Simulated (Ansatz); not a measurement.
**Pt: energy landscapes**

The task, for Pt: look for other minima along an axial (c/a) path and see how energy and stress answer to the strain pattern (1, -1, 0, 0, 0, 0).

Method: DFT r2SCAN, scalar-relativistic, plane waves, PAW, in Ansatz 0.2.0.

1 further run of the same task is left out (set aside as unsound or not needed).

## (1) Starting point

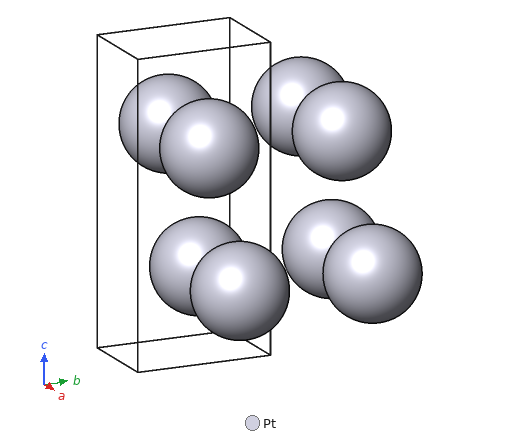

Start, viewed slightly off an axis; platinum light grey. 2×2×1 cells are drawn.

Coordinates:

```
Pt
1.0
     2.73297    0.00000    0.00000
    -1.36648    2.36682    0.00000
     0.00000    0.00000    4.76535
Pt
2
Cartesian
  1.3665 0.7889 3.5740
  0.0000 1.5779 1.1913
```

It goes back to an entry of the Materials Project, which need not be the stable form.

It is the result of an earlier relaxation at this level (volume 15.41 Å³/atom; gap on the mesh: none (metal)).

## (2) The reference: the undisturbed cell on the scan's mesh

input.yaml

```yaml
crystal:
  lattice:
    - [2.7329693158, 0.0, 0.0]
    - [-1.3664846579, 2.3668208553, 0.0]
    - [0.0, 0.0, 4.765353259]
  atoms:
    - { symbol: Pt, position: [0.6666666667, 0.3333333333, 0.75] }
    - { symbol: Pt, position: [0.3333333333, 0.6666666667, 0.25] }
basis:
  ecutwfc: 500
kpoints:
  mp_grid: { grid: [30, 30, 14] }
hamiltonian:
  xc: r2scan
scf:
  occupations: { method: gaussian, width: 0.15 }
output:
  forces: true
  stress: true
  eigenvalues: true
  write_density: true
  write_potential: true
  elf: true
  volumetric_format: npy
```

Command:

```console
$ ansatz run input.yaml --threads 1 --pin off --max-ram 2560MiB --backend cpu --events-out ev --progress --plain --runs-dir out
```

What it wrote, shortened:

```text
Warning: RAYON_NUM_THREADS=1 ignored (pool sized by the plan → 1); use --threads N
[...]
Pseudopotentials: kind: paw
Pseudopotential: Pt, paw, valence charge 18, recommended cutoff 500 eV (meta_gga), Pt.paw.azcp
Functional definition: r2SCAN
[...]
Crystal: 2 atoms, lattice volume = 30.824 Å³
Basis set: ecut = 500 eV, 749 PW (Γ), exchange–correlation on 80×80×144 points (64 copies of the dense FFT grid, shifted against one another)
Bands: 22, of which v1, the nominal top of the filled ones, is band 18 counted from 1 (17 counted from 0)
Symmetry: 24 space group operations
Space group: P63/mmc (ITA 194), of the structure as read, at distance tolerance 3.1e-5 Å
k-points: 728 of 12600
[...]
SCF iter   1: F=—  HF=-25073.461121 eV  |F-HF|=—  |Δ(HF+E_count)|=         —  Δρ=1.54e-2  dr2=4.86e-2  dr2_τ=2.19e-2  ethr=1.77e-3  ⟨swp⟩=5.0  Hψ=64430  notcnv=0
[...]
SCF iter   6: F=-25073.469019 eV  HF=-25073.469019 eV  |F-HF|=1.31e-7  |Δ(HF+E_count)|=   4.40e-6  Δρ=2.23e-5  dr2=8.23e-8  dr2_τ=4.08e-8  ethr=2.78e-10  ⟨swp⟩=6.6  Hψ=109699  notcnv=0
the search or the solves at the SCF's close seem to have found levels that the self-consistency loop had missed (the run counts 1). By its estimate they hold under 1e-12 electrons; where the run keeps them, the occupations were computed again with them
[...]
SCF converged after 6 iterations
Free energy (F): -25073.469019 eV
[...]
E sigma→0 (E₀):  -25073.450979 eV
Entropy (-TS):   -0.036080 eV (-18.040 meV/atom)
Fermi energy:    22.431623 eV
[...]
--- Forces (eV/Å), atoms counted from 1 ---
  atom   1  Pt     0.00000000     0.00000000    -0.00000000
  atom   2  Pt    -0.00000000    -0.00000000     0.00000000
[...]
--- Stress (GPa, compression-positive) ---
        0.373348       0.000000      -0.000000
        0.000000       0.373348       0.000000
       -0.000000       0.000000      -0.436118
  P = ⅓ Tr σ = 0.1035 GPa (1.035 kbar)
--- Band table (eV; the first three rows and the last of 728) ---
  k-point 0: bands = ["-77.9977", "-77.9736", "-31.7118", "-31.4570", "-31.4570", "-31.4112", "-31.4112", "-31.3278", "12.2401", "14.8955", "18.1796", "18.7540", "18.7540", "19.1354", "19.1354", "20.4732", "20.4732", "21.7814", "22.1487", "22.1487", "27.4923", "38.3701"]
[...]
```

Run time: 1.9 min. Hardware: 1 thread of Intel Xeon at 2.50GHz (Skylake/Cascade Lake), shared host; peak memory 0.76 GiB.

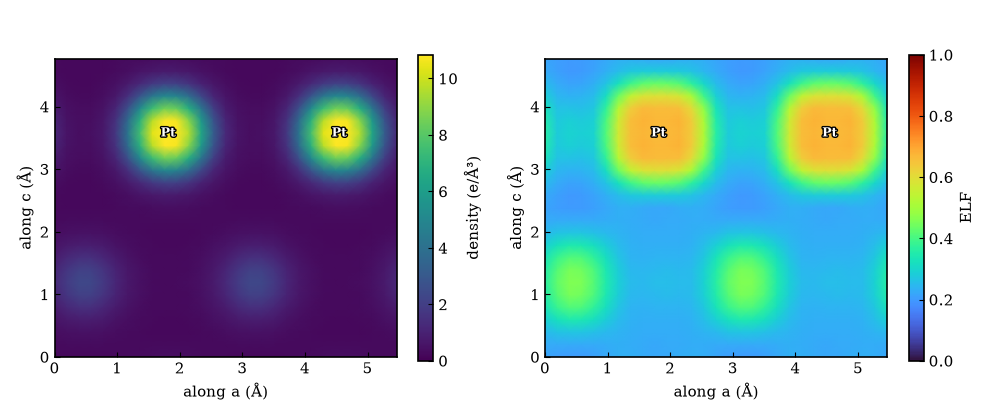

Density (left) and ELF (right) in a lattice plane of the grid's cell (edges 2.73 and 4.77 Å, at 0.333 of the third edge), which holds Pt. Only atoms in the plane are labelled. Both are smooth fields of the valence electrons: close to the nuclei they are not physical.

Reference values: F = -25073.4690 eV; pressure 0.10 GPa; largest force 0.000 eV/Å; gap on the mesh none (metal).

## (3) Setting up an axial (c/a) deformation path

At fixed volume and fractional coordinates, lengths along (0.000, 0.000, 1.000) are scaled against those across it; ρ is that ratio over its starting value.

## (4) At ρ = 0.850

Changes to input.yaml since step 2:

```diff
@@ -2,5 +2,5 @@
   lattice:
-    - [2.7329693158, 0.0, 0.0]
-    - [-1.3664846579, 2.3668208553, 0.0]
-    - [0.0, 0.0, 4.765353259]
+    - [2.8851060434, 0.0, 0.0]
+    - [-1.4425530217, 2.4985751262, 0.0]
+    - [0.0, 0.0, 4.2760330297]
   atoms:
@@ -20,5 +20 @@
   eigenvalues: true
-  write_density: true
-  write_potential: true
-  elf: true
-  volumetric_format: npy
```

Command:

```console
$ ansatz run input.yaml --threads 1 --pin off --max-ram 2560MiB --backend cpu --events-out ev --progress --plain --runs-dir out
```

What it wrote, shortened:

```text
Warning: RAYON_NUM_THREADS=1 ignored (pool sized by the plan → 1); use --threads N
[...]
Pseudopotentials: kind: paw
Pseudopotential: Pt, paw, valence charge 18, recommended cutoff 500 eV (meta_gga), Pt.paw.azcp
Functional definition: r2SCAN
[...]
Crystal: 2 atoms, lattice volume = 30.824 Å³
Basis set: ecut = 500 eV, 783 PW (Γ), exchange–correlation on 96×96×128 points (64 copies of the dense FFT grid, shifted against one another)
Bands: 22, of which v1, the nominal top of the filled ones, is band 18 counted from 1 (17 counted from 0)
Symmetry: 24 space group operations
Space group: P63/mmc (ITA 194), of the structure as read, at distance tolerance 3.1e-5 Å
k-points: 728 of 12600
[...]
SCF iter   1: F=—  HF=-25073.288120 eV  |F-HF|=—  |Δ(HF+E_count)|=         —  Δρ=1.56e-2  dr2=4.98e-2  dr2_τ=1.67e-2  ethr=1.77e-3  ⟨swp⟩=4.9  Hψ=64383  notcnv=0
[...]
SCF iter   6: F=-25073.296769 eV  HF=-25073.296769 eV  |F-HF|=1.35e-8  |Δ(HF+E_count)|=   1.89e-7  Δρ=9.57e-6  dr2=9.62e-9  dr2_τ=2.26e-9  ethr=2.78e-10  ⟨swp⟩=5.0  Hψ=68443  notcnv=0
[...]
SCF converged after 6 iterations
Free energy (F): -25073.296769 eV
[...]
E sigma→0 (E₀):  -25073.275783 eV
Entropy (-TS):   -0.041971 eV (-20.986 meV/atom)
Fermi energy:    22.499507 eV
[...]
--- Forces (eV/Å), atoms counted from 1 ---
  atom   1  Pt     0.00000000     0.00000000    -0.00000000
  atom   2  Pt     0.00000000    -0.00000000     0.00000000
[...]
--- Stress (GPa, compression-positive) ---
       -0.415160      -0.000000      -0.000000
        0.000000      -0.415160      -0.000000
       -0.000000      -0.000000       9.301795
  P = ⅓ Tr σ = 2.8238 GPa (28.238 kbar)
--- Band table (eV; the first three rows and the last of 728) ---
  k-point 0: bands = ["-77.9594", "-77.9064", "-31.9807", "-31.4476", "-31.4476", "-31.3797", "-31.3296", "-31.3296", "12.2495", "15.3199", "18.7955", "18.7955", "19.3360", "19.3360", "19.4442", "19.4834", "19.4834", "22.1618", "22.1618", "23.2105", "29.8303", "37.6300"]
[...]
```

Run time: 72 s. Hardware: 1 thread of Intel Xeon at 2.50GHz (Skylake/Cascade Lake), shared host; peak memory 0.78 GiB.

## (5) ρ = 1.200

Changes to input.yaml since step 4:

```diff
@@ -2,5 +2,5 @@
   lattice:
-    - [2.8851060434, 0.0, 0.0]
-    - [-1.4425530217, 2.4985751262, 0.0]
-    - [0.0, 0.0, 4.2760330297]
+    - [2.571822592, 0.0, 0.0]
+    - [-1.285911296, 2.2272636987, 0.0]
+    - [0.0, 0.0, 5.3812429285]
   atoms:
```

Command:

```console
$ ansatz run input.yaml --threads 1 --pin off --max-ram 2560MiB --backend cpu --events-out ev --progress --plain --runs-dir out
```

What it wrote, shortened:

```text
Warning: RAYON_NUM_THREADS=1 ignored (pool sized by the plan → 1); use --threads N
[...]
Pseudopotentials: kind: paw
Pseudopotential: Pt, paw, valence charge 18, recommended cutoff 500 eV (meta_gga), Pt.paw.azcp
Functional definition: r2SCAN
[...]
Crystal: 2 atoms, lattice volume = 30.824 Å³
Basis set: ecut = 500 eV, 787 PW (Γ), exchange–correlation on 80×80×160 points (64 copies of the dense FFT grid, shifted against one another)
Bands: 22, of which v1, the nominal top of the filled ones, is band 18 counted from 1 (17 counted from 0)
Symmetry: 24 space group operations
Space group: P63/mmc (ITA 194), of the structure as read, at distance tolerance 3.1e-5 Å
k-points: 728 of 12600
[...]
SCF iter   1: F=—  HF=-25072.904483 eV  |F-HF|=—  |Δ(HF+E_count)|=         —  Δρ=1.84e-2  dr2=7.20e-2  dr2_τ=3.91e-2  ethr=1.77e-3  ⟨swp⟩=5.2  Hψ=67193  notcnv=0
[...]
SCF iter   6: F=-25072.903895 eV  HF=-25072.903895 eV  |F-HF|=1.67e-8  |Δ(HF+E_count)|=   8.33e-8  Δρ=1.06e-5  dr2=1.02e-8  dr2_τ=3.72e-9  ethr=2.78e-10  ⟨swp⟩=5.3  Hψ=65686  notcnv=0
[...]
SCF converged after 6 iterations
Free energy (F): -25072.903895 eV
[...]
E sigma→0 (E₀):  -25072.891366 eV
Entropy (-TS):   -0.025058 eV (-12.529 meV/atom)
Fermi energy:    22.317204 eV
[...]
--- Forces (eV/Å), atoms counted from 1 ---
  atom   1  Pt     0.00000000    -0.00000000     0.00000000
  atom   2  Pt    -0.00000000     0.00000000     0.00000000
[...]
--- Stress (GPa, compression-positive) ---
       36.368880      -0.000000       0.000000
        0.000000      36.368880       0.000000
        0.000000       0.000000     -14.182386
  P = ⅓ Tr σ = 19.5185 GPa (195.185 kbar)
--- Band table (eV; the first three rows and the last of 728) ---
  k-point 0: bands = ["-78.0907", "-78.0831", "-31.5367", "-31.4514", "-31.4514", "-31.4395", "-31.4395", "-31.3529", "12.1249", "13.8420", "16.9877", "18.4534", "18.4534", "18.6033", "18.6033", "20.7942", "21.6044", "21.6044", "22.3375", "22.3375", "24.9784", "35.2357"]
[...]
```

It took 76 s on 1 thread of Intel Xeon at 2.50GHz (Skylake/Cascade Lake), shared host; peak memory 0.77 GiB.

## (6) At ρ = 0.920

Changes to input.yaml since step 5:

```diff
@@ -2,5 +2,5 @@
   lattice:
-    - [2.571822592, 0.0, 0.0]
-    - [-1.285911296, 2.2272636987, 0.0]
-    - [0.0, 0.0, 5.3812429285]
+    - [2.8099945652, 0.0, 0.0]
+    - [-1.4049972826, 2.4335266779, 0.0]
+    - [0.0, 0.0, 4.5076859615]
   atoms:
```

Command:

```console
$ ansatz run input.yaml --threads 1 --pin off --max-ram 2560MiB --backend cpu --events-out ev --progress --plain --runs-dir out
```

What it wrote, shortened:

```text
Warning: RAYON_NUM_THREADS=1 ignored (pool sized by the plan → 1); use --threads N
[...]
Pseudopotentials: kind: paw
Pseudopotential: Pt, paw, valence charge 18, recommended cutoff 500 eV (meta_gga), Pt.paw.azcp
Functional definition: r2SCAN
[...]
Crystal: 2 atoms, lattice volume = 30.824 Å³
Basis set: ecut = 500 eV, 785 PW (Γ), exchange–correlation on 96×96×144 points (64 copies of the dense FFT grid, shifted against one another)
Bands: 22, of which v1, the nominal top of the filled ones, is band 18 counted from 1 (17 counted from 0)
Symmetry: 24 space group operations
Space group: P63/mmc (ITA 194), of the structure as read, at distance tolerance 3.1e-5 Å
k-points: 728 of 12600
[...]
SCF iter   1: F=—  HF=-25073.392295 eV  |F-HF|=—  |Δ(HF+E_count)|=         —  Δρ=1.36e-2  dr2=4.29e-2  dr2_τ=1.50e-2  ethr=1.77e-3  ⟨swp⟩=5.0  Hψ=64188  notcnv=0
[...]
SCF iter   6: F=-25073.400450 eV  HF=-25073.400450 eV  |F-HF|=1.93e-7  |Δ(HF+E_count)|=   4.12e-6  Δρ=1.96e-5  dr2=5.67e-8  dr2_τ=2.15e-8  ethr=2.78e-10  ⟨swp⟩=3.4  Hψ=72249  notcnv=0
[...]
SCF converged after 6 iterations
Free energy (F): -25073.400450 eV
[...]
E sigma→0 (E₀):  -25073.375210 eV
Entropy (-TS):   -0.050480 eV (-25.240 meV/atom)
Fermi energy:    22.461260 eV
[...]
--- Forces (eV/Å), atoms counted from 1 ---
  atom   1  Pt     0.00000000     0.00000000     0.00000000
  atom   2  Pt     0.00000000     0.00000000     0.00000000
[...]
--- Stress (GPa, compression-positive) ---
       -3.641301       0.000000      -0.000000
        0.000000      -3.641301      -0.000000
       -0.000000      -0.000000       7.193621
  P = ⅓ Tr σ = -0.0297 GPa (-0.297 kbar)
--- Band table (eV; the first three rows and the last of 728) ---
  k-point 0: bands = ["-77.9706", "-77.9335", "-31.8451", "-31.4461", "-31.4461", "-31.3696", "-31.3696", "-31.3500", "12.2438", "15.1798", "18.8048", "18.8048", "18.8180", "19.3356", "19.3356", "19.8943", "19.8943", "22.1385", "22.1385", "22.4437", "28.6603", "37.9647"]
[...]
```

Wall time 77 s (1 thread of Intel Xeon at 2.50GHz (Skylake/Cascade Lake), shared host); peak memory 0.8 GiB.

## (7) At ρ = 1.100

Changes to input.yaml since step 6:

```diff
@@ -2,5 +2,5 @@
   lattice:
-    - [2.8099945652, 0.0, 0.0]
-    - [-1.4049972826, 2.4335266779, 0.0]
-    - [0.0, 0.0, 4.5076859615]
+    - [2.6475074691, 0.0, 0.0]
+    - [-1.3237537345, 2.2928087249, 0.0]
+    - [0.0, 0.0, 5.0779710918]
   atoms:
```

Command:

```console
$ ansatz run input.yaml --threads 1 --pin off --max-ram 2560MiB --backend cpu --events-out ev --progress --plain --runs-dir out
```

What it wrote, shortened:

```text
[...]
SCF converged after 7 iterations
Free energy (F): -25073.317967 eV
[...]
E sigma→0 (E₀):  -25073.304568 eV
Entropy (-TS):   -0.026800 eV (-13.400 meV/atom)
Fermi energy:    22.392400 eV
[...]
--- Forces (eV/Å), atoms counted from 1 ---
  atom   1  Pt    -0.00000000    -0.00000000     0.00000000
  atom   2  Pt     0.00000000     0.00000000     0.00000000
[...]
--- Stress (GPa, compression-positive) ---
       14.852783      -0.000000       0.000000
       -0.000000      14.852783       0.000000
        0.000000       0.000000      -9.710000
  P = ⅓ Tr σ = 6.6652 GPa (66.652 kbar)
--- Band table (eV; the first three rows and the last of 728) ---
  k-point 0: bands = ["-78.0356", "-78.0219", "-31.5942", "-31.4572", "-31.4572", "-31.4336", "-31.4336", "-31.3246", "12.2114", "14.4094", "17.5109", "18.6314", "18.6314", "18.8743", "18.8743", "21.0952", "21.0952", "21.1909", "22.2196", "22.2196", "26.1853", "37.0554"]
[...]
```

Run time: 75 s. Hardware: 1 thread of Intel Xeon at 2.50GHz (Skylake/Cascade Lake), shared host; peak memory 0.78 GiB.

## (8) ρ = 0.960

Changes to input.yaml since step 7:

```diff
@@ -2,5 +2,5 @@
   lattice:
-    - [2.6475074691, 0.0, 0.0]
-    - [-1.3237537345, 2.2928087249, 0.0]
-    - [0.0, 0.0, 5.0779710918]
+    - [2.7704119044, 0.0, 0.0]
+    - [-1.3852059522, 2.3992470882, 0.0]
+    - [0.0, 0.0, 4.6374145762]
   atoms:
```

Command:

```console
$ ansatz run input.yaml --threads 1 --pin off --max-ram 2560MiB --backend cpu --events-out ev --progress --plain --runs-dir out
```

What it wrote, shortened:

```text
Warning: RAYON_NUM_THREADS=1 ignored (pool sized by the plan → 1); use --threads N
[...]
Pseudopotentials: kind: paw
Pseudopotential: Pt, paw, valence charge 18, recommended cutoff 500 eV (meta_gga), Pt.paw.azcp
Functional definition: r2SCAN
[...]
Crystal: 2 atoms, lattice volume = 30.824 Å³
Basis set: ecut = 500 eV, 761 PW (Γ), exchange–correlation on 96×96×144 points (64 copies of the dense FFT grid, shifted against one another)
Bands: 22, of which v1, the nominal top of the filled ones, is band 18 counted from 1 (17 counted from 0)
Symmetry: 24 space group operations
Space group: P63/mmc (ITA 194), of the structure as read, at distance tolerance 3.1e-5 Å
k-points: 728 of 12600
[...]
SCF iter   1: F=—  HF=-25073.443181 eV  |F-HF|=—  |Δ(HF+E_count)|=         —  Δρ=1.49e-2  dr2=4.57e-2  dr2_τ=1.84e-2  ethr=1.77e-3  ⟨swp⟩=5.0  Hψ=64473  notcnv=0
[...]
SCF iter   6: F=-25073.451490 eV  HF=-25073.451490 eV  |F-HF|=1.71e-7  |Δ(HF+E_count)|=   4.60e-6  Δρ=2.26e-5  dr2=7.21e-8  dr2_τ=3.54e-8  ethr=2.78e-10  ⟨swp⟩=3.4  Hψ=73079  notcnv=0
[...]
SCF converged after 6 iterations
Free energy (F): -25073.451490 eV
[...]
E sigma→0 (E₀):  -25073.429816 eV
Entropy (-TS):   -0.043347 eV (-21.674 meV/atom)
Fermi energy:    22.443683 eV
[...]
--- Forces (eV/Å), atoms counted from 1 ---
  atom   1  Pt     0.00000000    -0.00000000     0.00000000
  atom   2  Pt    -0.00000000     0.00000000     0.00000000
[...]
--- Stress (GPa, compression-positive) ---
       -2.841049       0.000000       0.000000
       -0.000000      -2.841049       0.000000
        0.000000       0.000000       4.158198
  P = ⅓ Tr σ = -0.5080 GPa (-5.080 kbar)
--- Band table (eV; the first three rows and the last of 728) ---
  k-point 0: bands = ["-77.9834", "-77.9534", "-31.7713", "-31.4534", "-31.4534", "-31.3941", "-31.3941", "-31.3336", "12.2427", "15.0518", "18.4898", "18.7841", "18.7841", "19.2357", "19.2357", "20.1935", "20.1935", "22.0900", "22.1390", "22.1390", "28.0592", "38.1659"]
[...]
```

Wall time 88 s (1 thread of Intel Xeon at 2.50GHz (Skylake/Cascade Lake), shared host); peak memory 0.79 GiB.

## (9) Point ρ = 1.050

Changes to input.yaml since step 8:

```diff
@@ -2,5 +2,5 @@
   lattice:
-    - [2.7704119044, 0.0, 0.0]
-    - [-1.3852059522, 2.3992470882, 0.0]
-    - [0.0, 0.0, 4.6374145762]
+    - [2.688881456, 0.0, 0.0]
+    - [-1.344440728, 2.3286396487, 0.0]
+    - [0.0, 0.0, 4.9229032438]
   atoms:
@@ -20 +20,5 @@
   eigenvalues: true
+  write_density: true
+  write_potential: true
+  elf: true
+  volumetric_format: npy
```

Command:

```console
$ ansatz run input.yaml --threads 1 --pin off --max-ram 2560MiB --backend cpu --events-out ev --progress --plain --runs-dir out
```

What it wrote, shortened:

```text
[...]
SCF converged after 7 iterations
Free energy (F): -25073.428079 eV
[...]
E sigma→0 (E₀):  -25073.412731 eV
Entropy (-TS):   -0.030695 eV (-15.348 meV/atom)
Fermi energy:    22.415789 eV
[...]
--- Forces (eV/Å), atoms counted from 1 ---
  atom   1  Pt    -0.00000000    -0.00000000     0.00000000
  atom   2  Pt    -0.00000000     0.00000000     0.00000000
[...]
--- Stress (GPa, compression-positive) ---
        6.683835       0.000000       0.000000
        0.000000       6.683835       0.000000
        0.000000       0.000000      -5.805373
  P = ⅓ Tr σ = 2.5208 GPa (25.208 kbar)
--- Band table (eV; the first three rows and the last of 728) ---
  k-point 0: bands = ["-78.0156", "-77.9973", "-31.6479", "-31.4577", "-31.4577", "-31.4248", "-31.4248", "-31.3248", "12.2311", "14.6671", "17.8252", "18.7013", "18.7013", "19.0071", "19.0071", "20.7982", "20.7982", "21.4560", "22.1766", "22.1766", "26.8221", "37.9517"]
[...]
```

Run time: 1.8 min. Hardware: 1 thread of Intel Xeon at 2.50GHz (Skylake/Cascade Lake), shared host; peak memory 0.76 GiB.

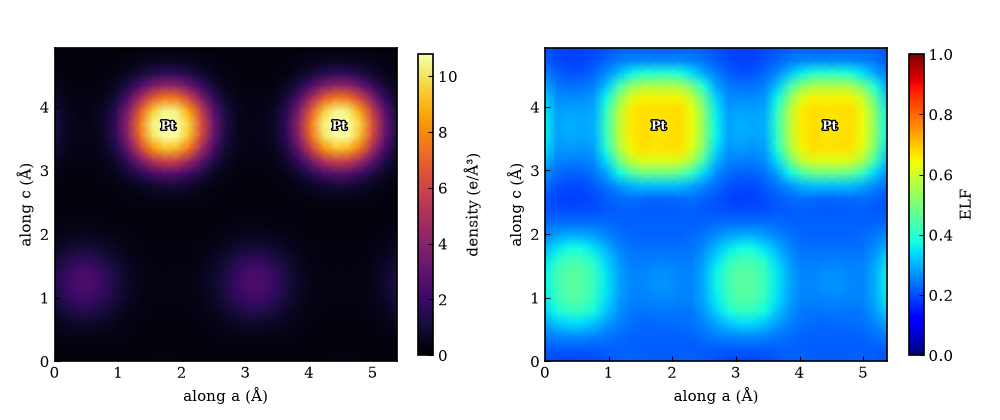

Density (left) and ELF (right) in a lattice plane of the grid's cell (edges 2.69 and 4.92 Å, at 0.333 of the third edge), which holds Pt. Only atoms in the plane are labelled. Both are smooth fields of the valence electrons: close to the nuclei they are not physical.

## (10) Results of the scan

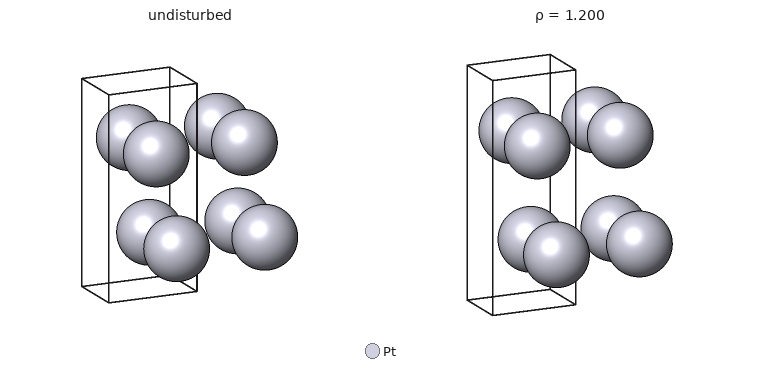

The undisturbed cell and the costliest point of the scan, at one scale, with neighbouring cells.

The scan, with free energies counted from the undisturbed cell:

```tsv
ρ	ΔE (meV/atom)	pressure (GPa)	space group
0.850	86.1	2.8	P6_3/mmc
0.920	34.3	0.0	P6_3/mmc
0.960	8.8	-0.5	P6_3/mmc
1.000	0.0	0.1	P6_3/mmc
1.050	20.5	2.5	P6_3/mmc
1.100	75.5	6.7	P6_3/mmc
1.200	282.6	19.5	P6_3/mmc
```

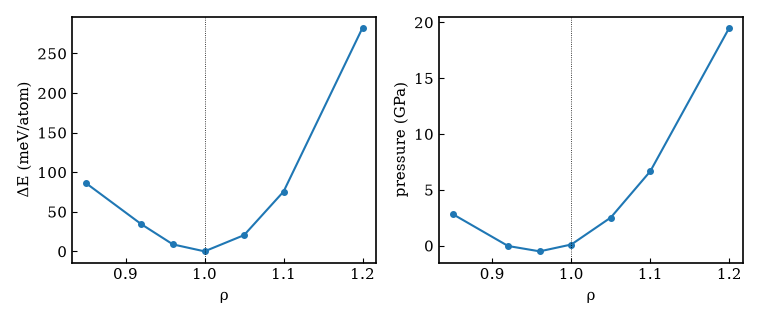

ΔE and pressure along the scan.

(Part 1 of 2 ends here.)
